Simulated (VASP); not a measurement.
Band structure of Tc (relaxed from the fcc structure, space group Fm-3m). Calculation: PBEsol GGA, VASP's PBE PAW potentials (set 64) (plane waves; VASP).

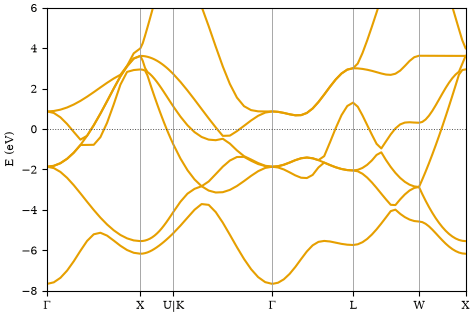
Figure: Bands along high-symmetry lines, zero at the valence-band maximum or, without a gap, the Fermi level

Problem. Read the plot: is there a gap, and where are the band edges?

Solution. It has no gap at this level: it comes out as a metal or semimetal. (Edges off the drawn lines would not show.)

The structure was generated: Tc was put into the fcc type (Fm-3m), which need not be its known phase. It was relaxed first.
